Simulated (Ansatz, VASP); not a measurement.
# Cross-check of HfB2W between VASP and Ansatz

Wanted: the spread between two codes on one cell, functional and k mesh. The cell is invented: As first built, before any earlier steps moved the atoms (in the runner's words): it takes the HfB structure with some of its atoms replaced by other elements, volume scaled by an estimate. It may not be a known or stable phase. The cell is taken from a series of VASP runs on this material, whose earlier steps may have relaxed, scaled or displaced it; both programs get it as it stands. Valence electrons are named where the data sets of a main pair hold unlike numbers.

Program: Ansatz 0.2.0. Level of theory: plane waves, with VASP 6.6.1 beside it; single point at r2SCAN, electric field gradients at r2SCAN and band structure at r2SCAN, spin-orbit coupling. Results are calculated unless marked as measured.

### 1. The starting structure

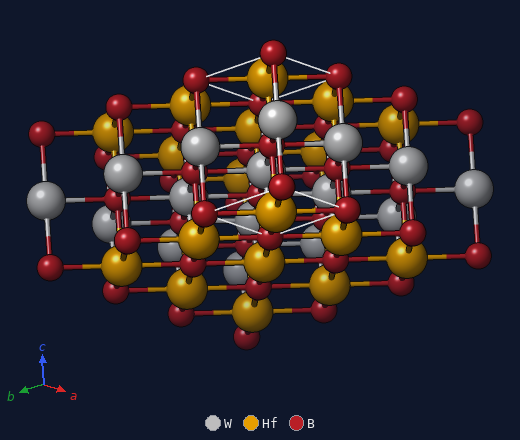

The cell as given, from a free direction (tungsten light grey, hafnium orange, boron red). 3×3×1 cells are drawn. Some periodic images of atoms are drawn too.

### 2. VASP: single point, r2SCAN

With cell and atoms fixed, the geometry can't cause a difference; cores, projectors, grids and the points listed under the comparison can.

Lines of VASP's logs that name or quote its potential files are left out, and so is its time.

INCAR reads:

```
SYSTEM = HfB2W
PREC = Accurate
ENCUT = 420
EDIFF = 1E-06
NELM = 100
ISMEAR = -5
SIGMA = 0.05
LREAL = .FALSE.
ALGO = Normal
METAGGA = R2SCAN
LASPH = .TRUE.
NBANDS = 25
LORBIT = 11
LWAVE = .FALSE.
LCHARG = .FALSE.
KPAR = 2
NEDOS = 2001
```

POSCAR reads:

```
HfB2W
1.0
    3.2514576010      0.0000000000      0.0000000000
    0.0000000000      3.2514576010      0.0000000000
    0.0000000000      0.0000000000      4.5725127342
W Hf B
1 1 2
Direct
    0.0000000000      0.0000000000      0.5000000000
    0.5000000000      0.5000000000      0.0000000000
    0.5000000000      0.5000000000      0.5000000000
    0.0000000000      0.0000000000      0.0000000000
```

KPOINTS reads:

```
Automatic mesh
0
Gamma
12 12 9
0 0 0
```

The projector-augmented-wave data sets are W, Hf_pv and B (PBE family, release 64).

Launch:

```sh
$ mpirun -np 2 vasp_std
```

Numbers of over 12 decimals in the logs are rounded to 6 here.

The program printed:

```text
[banner, memory and clock lines left out]
running    2 mpi-ranks, on    1 nodes
 distrk:  each k-point on    1 cores,    2 groups
 distr:  one band on    1 cores,    1 groups

 POSCAR found type information on POSCAR W HfB
 POSCAR found :  3 types and       4 ions
|                                                                             |
|               ----> ADVICE to this user running VASP <----                  |
|                                                                             |
|     You enforced a specific xc type in the INCAR file but a different       |
|     [... a line on the potential file left out ...]
|     I HOPE YOU KNOW WHAT YOU ARE DOING!                                     |
|                                                                             |

 LDA part: xc-table for (None), standard interpolation
 POSCAR, INCAR and KPOINTS ok, starting setup
 FFT: planning ... GRIDC
 FFT: planning ... GRID_SOFT
 FFT: planning ... GRID
 WAVECAR not read
 entering main loop
       N       E                     dE             d eps       ncg     rms          rms(c)
DAV:   1    -0.246717919828E+02   -0.24672E+02   -0.10026E+04  7000   0.738E+02
DAV:   2    -0.117460389527E+03   -0.92789E+02   -0.88349E+02  8408   0.206E+02
DAV:   3    -0.120629745458E+03   -0.31694E+01   -0.31403E+01  9033   0.293E+01
DAV:   4    -0.120651194999E+03   -0.21450E-01   -0.21443E-01  8549   0.281E+00
DAV:   5    -0.120651394926E+03   -0.19993E-03   -0.20002E-03  9226   0.248E-01    0.828E+01
DAV:   6    -0.113314027848E+03    0.73374E+01   -0.16574E+01  9249   0.167E+01    0.291E+01
DAV:   7    -0.113496763172E+03   -0.18274E+00   -0.87987E+00  9925   0.114E+01    0.307E+01
DAV:   8    -0.113080250921E+03    0.41651E+00   -0.15280E+00  9178   0.487E+00    0.503E+00
DAV:   9    -0.113091998890E+03   -0.11748E-01   -0.92456E-02  8479   0.171E+00    0.811E-01
DAV:  10    -0.113091751395E+03    0.24749E-03   -0.58039E-03  8955   0.382E-01    0.616E-01
DAV:  11    -0.113091966230E+03   -0.21483E-03   -0.30078E-04  8698   0.931E-02    0.468E-01
DAV:  12    -0.113092067372E+03   -0.10114E-03   -0.69848E-04  9477   0.127E-01    0.138E-01
DAV:  13    -0.113092048465E+03    0.18907E-04   -0.87551E-05  8496   0.489E-02    0.430E-02
DAV:  14    -0.113092048199E+03    0.26637E-06   -0.29309E-06  8629   0.949E-03
   1 F= -.11309205E+03 E0= -.11309205E+03  d E =0.000000E+00
|                                                                             |
|           W    W    AA    RRRRR   N    N  II  N    N   GGGG   !!!           |
|           W    W   A  A   R    R  NN   N  II  NN   N  G    G  !!!           |
|           W    W  A    A  R    R  N N  N  II  N N  N  G       !!!           |
|           W WW W  AAAAAA  RRRRR   N  N N  II  N  N N  G  GGG   !            |
|           WW  WW  A    A  R   R   N   NN  II  N   NN  G    G                |
|           W    W  A    A  R    R  N    N  II  N    N   GGGG   !!!           |
|                                                                             |
|     Tetrahedron method does not include variations of the Fermi             |
|     occupations, so forces and stress will be inaccurate. We suggest        |
|     using a different smearing scheme ISMEAR = 1 or 2 for metals in         |
|     relaxations.                                                            |
|                                                                             |
```

Parts of OUTCAR (step 2):

```text
ion  position               nearest neighbor table
   1  0.000  0.000  0.500-   4 2.29   4 2.29   3 2.30   3 2.30   3 2.30   3 2.30   2 3.24   2 3.24
                             2 3.24   2 3.24   2 3.24   2 3.24   2 3.24   2 3.24
   2  0.500  0.500  0.000-   3 2.29   3 2.29   4 2.30   4 2.30   4 2.30   4 2.30   1 3.24   1 3.24
                             1 3.24   1 3.24   1 3.24   1 3.24   1 3.24   1 3.24
   3  0.500  0.500  0.500-   2 2.29   2 2.29   1 2.30   1 2.30   1 2.30   1 2.30
   4  0.000  0.000  0.000-   1 2.29   1 2.29   2 2.30   2 2.30   2 2.30   2 2.30

  LATTYP: Found a simple tetragonal cell.
 ALAT       =     3.2514576010
 C/A-ratio  =     1.4062962816

 Subroutine GETGRP returns: Found 16 space group operations
 (whereof 16 operations were pure point group operations)

The static configuration has the point symmetry D_4h.

 Found    140 irreducible k-points:

   k-points           NKPTS =    140   k-points in BZ     NKDIM =    140   number of bands    NBANDS=     25

   dimension x,y,z NGX =    24 NGY =   24 NGZ =   32
   dimension x,y,z NGXF=    48 NGYF=   48 NGZF=   64

   ENCUT  =  420.0 eV  30.87 Ry    5.56 a.u.   5.43  5.43  7.64*2*pi/ulx,y,z

   NELECT =      22.0000    total number of electrons

 k-points in reciprocal lattice and weights: Automatic mesh
   0.00000000  0.00000000  0.00000000       0.001
   0.08333333  0.00000000  0.00000000       0.003
   0.16666667  0.00000000  0.00000000       0.003
   0.25000000  0.00000000  0.00000000       0.003
   0.33333333  0.00000000  0.00000000       0.003
   0.41666667  0.00000000  0.00000000       0.003
   0.50000000  0.00000000  0.00000000       0.002
   0.08333333  0.08333333  0.00000000       0.003
   0.16666667  0.08333333  0.00000000       0.006
[...]
0.50000000  0.41666667  0.44444444       0.006
   0.50000000  0.50000000  0.44444444       0.002

 average (electrostatic) potential at core
       1 -45.2448       2 -40.2293       3 -26.8428       4 -26.1527

 E-fermi :   6.6041

 k-point     1 :       0.0000    0.0000    0.0000
  band No.  band energies     occupation
    ...
      6       3.0243      2.00000
      7       3.7389      2.00000
      8       5.9923      2.00000
      9       5.9923      2.00000
     10       6.8392      1.32299
     11       6.9337     -0.02472
     12       7.4442      0.00000
     13       7.4442      0.00000
     14       7.9231      0.00000
     15       9.6429      0.00000
    ...

 k-point     2 :       0.0833    0.0000    0.0000
  band No.  band energies     occupation
    ...
      7       3.6813      2.00000
      8       5.7966      2.00000
      9       5.9457      2.00000
     10       6.0493      2.03324
     11       6.7007      0.56713
     12       7.2610     -0.02922
     13       7.5438      0.00000
     14       7.8382      0.00000
     15       9.8088      0.00000
     16       9.8635      0.00000
    ...

 k-point     3 :       0.1667    0.0000    0.0000
  band No.  band energies     occupation
    ...
      7       3.5328      2.00000
      8       4.8657      2.00000
      9       5.3224      2.00000
     10       5.8862      2.00000
     11       6.2139      2.11482
     12       6.7039      0.13601
     13       6.9957      0.00000
     14       8.2455      0.00000
     15      10.1606      0.00000
     16      10.8808      0.00000
    ...

  Total        0.0104448      0.0104448      0.0575294      0.0000000     -0.0000000      0.0000000
  in kB        0.3461766      0.3461766      1.9067311      0.0000000     -0.0000000      0.0000000
  external PRESSURE =       0.8663614 kB  Pullay stress =       0.0000000 kB

  energy-cutoff  :      420.00
  volume of cell :       48.34
      direct lattice vectors                 reciprocal lattice vectors
     3.251457601  0.000000000  0.000000000     0.307554372  0.000000000  0.000000000
     0.000000000  3.251457601  0.000000000     0.000000000  0.307554372  0.000000000
     0.000000000  0.000000000  4.572512734     0.000000000  0.000000000  0.218698133

 POSITION                                       TOTAL-FORCE (eV/Angst)
 -----------------------------------------------------------------------------------
      0.00000      0.00000      2.28626         0.000000      0.000000      0.000000
      1.62573      1.62573      0.00000         0.000000      0.000000      0.000000
      1.62573      1.62573      2.28626         0.000000      0.000000      0.000000
      0.00000      0.00000      0.00000         0.000000      0.000000      0.000000
 -----------------------------------------------------------------------------------
    total drift:                                0.000000     -0.000000     -0.000000

  FREE ENERGIE OF THE ION-ELECTRON SYSTEM (eV)
  ---------------------------------------------------
  free  energy   TOTEN  =      -113.0920481985 eV

  energy  without entropy=     -113.0920481985  energy(sigma->0) =     -113.09204820

 total charge
# of ion       s       p       d       tot
------------------------------------------
    1        0.548   0.710   4.148   5.406
    2        0.339   6.637   1.898   8.874
    3        0.758   1.162   0.000   1.920
    4        0.779   1.199   0.000   1.978
--------------------------------------------------
tot          2.425   9.708   6.046  18.178

[... 3 further parts left out ...]
```

Harder data sets than Hf_pv exist (the GW ones), and pressures, volumes and forces can shift noticeably with them. The data set W keeps the semicore shell frozen, which is cheaper and a little less accurate. With tetrahedra the forces and stress of a metal are not exact derivatives of the energy.

### 3. Ansatz: single point, r2SCAN

Ansatz runs on its default PAW (the set named soft_2) files.

The same cell, functional, mesh and smearing now go to Ansatz, which takes its cutoff from its data sets.

input.yaml reads:

```yaml
crystal:
  lattice:
    - [3.251457601, 0.0, 0.0]
    - [0.0, 3.251457601, 0.0]
    - [0.0, 0.0, 4.5725127342]
  atoms:
    - { symbol: W, position: [0.0, 0.0, 0.5] }
    - { symbol: Hf, position: [0.5, 0.5, 0.0] }
    - { symbol: B, position: [0.5, 0.5, 0.5] }
    - { symbol: B, position: [0.0, 0.0, 0.0] }
hamiltonian:
  xc: r2scan
  pseudopotentials: { kind: paw }
kpoints:
  mp_grid: { grid: [12, 12, 9] }
scf:
  occupations: { method: tetrahedron }
output:
  forces: true
  stress: true
```

Launch:

```sh
$ ansatz run input.yaml --threads 2 --pin off --max-ram 4608MiB --backend cpu --events-out ev --progress --plain --runs-dir out
```

The program printed:

```text
Warning: output.forces, output.stress, relax.cell or npt_langevin: where a Kohn–Sham band that disperses or a degenerate level is filled in part under the method tetrahedron, the forces or the stress that this run publishes need not agree with its energy (scf.occupations.method in the input reference, under Limitations); prefer a smearing scheme for the forces or the stress
Engine: ansatz 0.2.0, aarch64-unknown-linux-gnu
Pseudopotentials: kind: paw
Pseudopotential: W, paw, valence charge 14, recommended cutoff 500 eV (meta_gga), W.paw.azcp
Pseudopotential: Hf, paw, valence charge 26, recommended cutoff 500 eV (meta_gga), Hf.paw.azcp
Pseudopotential: B, paw, valence charge 3, recommended cutoff 500 eV (meta_gga), B.paw.azcp
Functional definition: r2SCAN
  parameter k0 = 0.174
  parameter k1 = 0.065
  parameter a1 = 4.9479
  exchange = r2scan_x(k0 = k0, k1 = k1, a1 = a1)
  correlation = r2scan_c
Crystal: 4 atoms, lattice volume = 48.340 Å³
Basis set: ecut = 500 eV, 1229 PW (Γ), exchange–correlation on 96×96×144 points (64 copies of the dense FFT grid, shifted against one another)
Bands: 28, of which v1, the nominal top of the filled ones, is band 23 counted from 1 (22 counted from 0)
Symmetry: 16 space group operations
Space group: P4/mmm (ITA 123), of the structure as read, at distance tolerance 3.6e-5 Å
k-points: 140 of 1296
Non-local potential: W, projectors of the file, l = 0: 3, l = 1: 2, l = 2: 2, l = 3: 1
Non-local potential: Hf, projectors of the file, l = 0: 3, l = 1: 2, l = 2: 2, l = 3: 3
Non-local potential: B, projectors of the file, l = 0: 2, l = 1: 2, l = 2: 1
PAW form: soft (Blöchl's): semilocal exchange-correlation on the pseudo side does not see the compensation charge
PAW frozen core: W, regenerated for the run's functional (the file was generated under x = pbe(κ = 0.804, μ = 0.219515), c = pbe(β = 0.066725))
PAW frozen core: Hf, regenerated for the run's functional (the file was generated under x = pbe(κ = 0.804, μ = 0.219515), c = pbe(β = 0.066725))
PAW frozen core: B, regenerated for the run's functional (the file was generated under x = pbe(κ = 0.804, μ = 0.219515), c = pbe(β = 0.066725))
PAW one-centre angular grid: W, 590 points (default); XC on 160 Gauss nodes
PAW one-centre angular grid: Hf, 974 points (default); XC on 160 Gauss nodes
PAW one-centre angular grid: B, 302 points (default); XC on 160 Gauss nodes
Initial density: superposition of atomic densities (neutral atoms: chi_scale 0, normalization atom), corrected by the library's trained network
Initial wavefunctions: pseudopotential atomic-orbital guess
Functional: x = r2scan, c = r2scan; τ floored in thin density (d = 2e-4 eV/Å³)
SCF iter   1: F=—  HF=-26445.218167 eV  |F-HF|=—  |Δ(HF+E_count)|=         —  Δρ=9.64e-3  dr2=4.33e-2  dr2_τ=2.72e-1  ethr=1.77e-3  ⟨swp⟩=6.1  Hψ=17259  notcnv=0
preconditioner: auto → Kerker (q_TF=auto, 2.706 Å⁻¹)  [metal: no gap  n_scr=14 (ndim 8)  ℏωp=32.0 eV  f_vac=0.000]
SCF iter   2: F=—  HF=-26445.290598 eV  |F-HF|=—  |Δ(HF+E_count)|=   7.24e-2  Δρ=6.46e-3  dr2=1.64e-2  dr2_τ=1.61e-3  ethr=9.42e-5  ⟨swp⟩=2.5  Hψ=8802  notcnv=0  defer=94
SCF iter   3: F=—  HF=-26445.290176 eV  |F-HF|=—  |Δ(HF+E_count)|=   4.22e-4  Δρ=4.36e-3  dr2=7.11e-3  dr2_τ=2.33e-4  ethr=3.57e-5  ⟨swp⟩=2.0  Hψ=6518  notcnv=0  defer=94
SCF iter   4: F=—  HF=-26445.291149 eV  |F-HF|=—  |Δ(HF+E_count)|=   9.72e-4  Δρ=1.78e-3  dr2=1.47e-3  dr2_τ=6.00e-5  ethr=1.54e-5  ⟨swp⟩=2.2  Hψ=5286  notcnv=0  defer=94
SCF iter   5: F=—  HF=-26445.291333 eV  |F-HF|=—  |Δ(HF+E_count)|=   1.84e-4  Δρ=3.65e-4  dr2=6.29e-5  dr2_τ=4.84e-6  ethr=3.19e-6  ⟨swp⟩=2.2  Hψ=5491  notcnv=0  defer=94
SCF iter   6: F=—  HF=-26445.291361 eV  |F-HF|=—  |Δ(HF+E_count)|=   2.84e-5  Δρ=1.04e-4  dr2=6.58e-6  dr2_τ=3.08e-7  ethr=1.37e-7  ⟨swp⟩=2.1  Hψ=5820  notcnv=0  defer=94
SCF iter   7: F=—  HF=-26445.291373 eV  |F-HF|=—  |Δ(HF+E_count)|=   1.12e-5  Δρ=2.15e-5  dr2=2.37e-7  dr2_τ=3.03e-8  ethr=1.43e-8  ⟨swp⟩=2.1  Hψ=6915  notcnv=0  defer=94
SCF iter   8: F=-26445.291373 eV  HF=-26445.291373 eV  |F-HF|=1.55e-8  |Δ(HF+E_count)|=   9.50e-7  Δρ=8.99e-6  dr2=2.38e-8  dr2_τ=1.58e-9  ethr=2.17e-10  ⟨swp⟩=6.6  Hψ=16687  notcnv=0
SCF 1 converged in 8 iterations: F = -26445.291373 eV  dr2 = 2.38e-8
  greatest PAW one-centre occupation: 0.999 electrons in one spin orbital (limit 2), on the W atom at site 0 (counted from 0), in its partial waves of l = 0
SCF converged after 8 iterations
Stability not checked: this state was not tested for a lower state beside it, because cold or Methfessel-Paxton smearing, or corrected tetrahedra, fill the levels in a way that the test cannot read (fill_not_monotonic; see scf.lower_state_search)
Free energy (F): -26445.291373 eV
Harris-Foulkes:  -26445.291373 eV  (|F-HF|=1.55e-8)
Internal energy: -26445.291347 eV  (E = F + TS)
E sigma→0 (E₀):  -26445.291373 eV
Entropy (-TS):   -0.000026 eV (-0.007 meV/atom)
Fermi energy:    19.373817 eV
--- Per-component energies (eV) ---
  E_band       = -40.932028
  E_kinetic    = 974.173656
  E_local      = -6221.340017  (includes V_loc(G=0)·N_el)
  E_nonlocal   = -1223.040770
  E_hartree    = 2878.549774
  E_xc         = -596.875013
  E_vxc        = -638.051971  (∫ρ·V_xc dr)
  E_paw        = -15707.056387  (= ΣΔE_a)
  E_vpaw       = 1278.478554  (= ΣTr[D̂ρ^β])
  E_aug_tail   = -0.000053  (compensation charges beyond the density's cutoff)
  E_vtau       = 31.747321  (kinetic-family band-sum trace: ∫τ·v_τ [+ j·A + Jᵃ·Aᵃ] dr)
  E_ewald      = -6549.399227
  E_core_change = -0.303311  (= ΣΔE_core)
  E_smearing   = -0.000026  (= −TS)
  E_closure    = -0.000000  (closes the sum)
  Σ components = -26445.291373   (vs F -26445.291373, Δ=0.00e0)
--- Forces (eV/Å), atoms counted from 1 ---
  atom   1  W     -0.00000000     0.00000000     0.00000000
  atom   2  Hf     0.00000000     0.00000000     0.00000000
  atom   3  B      0.00000000    -0.00000000     0.00000000
  atom   4  B     -0.00000000     0.00000000     0.00000000
  max |Σ_I F_I| component: 9.82e-29 eV/Å
--- Stress (GPa, compression-positive) ---
        0.690079       0.000000       0.000000
        0.000000       0.690079       0.000000
        0.000000       0.000000       0.659989
  P = ⅓ Tr σ = 0.6800 GPa (6.800 kbar)
--- Band table (eV; the first three rows and the last of 140) ---
  k-point 0: bands = [... 19 lower, 18.7694, 18.7694, 19.6697, 19.6787, 20.2055, 20.2055, 20.7115, 22.4157, ... 1 higher]
  k-point 1: bands = [... 19 lower, 18.7151, 18.7151, 19.5567, 19.6861, 19.7442, 20.0905, 20.0905, 22.5969, ... 1 higher]
  k-point 2: bands = [... 19 lower, 18.3528, 18.6001, 18.6001, 19.2448, 19.7284, 19.8176, 19.8176, 23.0703, ... 1 higher]
  k-point 139: bands = [... 19 lower, 15.7944, 15.9142, 15.9142, 16.7932, 22.2087, 22.3701, 22.3701, 23.1358, ... 1 higher]
```

Elapsed: 14 s, on 2 threads of Arm Neoverse V2, shared host; peak memory 0.56 GiB; 23 s of CPU time.

The run ends at a pressure of 0.68 GPa.

### 4. Comparison

Known differences besides the potentials themselves: VASP keeps PBE cores, Ansatz makes them for the functional; the data sets hold 46 valence electrons in Ansatz (on its default PAW (the set named soft_2) files) and 22 in VASP; the cutoff is 500 eV in Ansatz and 420 eV in VASP. Total energies have different zeros and are not compared.

Both answers:

```csv
quantity,Ansatz,VASP,difference
pressure (GPa),0.68,0.09,+0.59
```

[end of part 1 of 2]

[Lines on the potential files, build, host, timing and source positions are cut from VASP's logs without a mark.]

[Logs are printed without paths, hosts, clocks, repeated set-up lines and the standing remarks that a program may print on its own settings, such as how far it seeks lower states.]

[Hosts, paths, dates, database ids (printed as entryN), source tags and the programs' standing remarks are cut or masked in the printed files.]
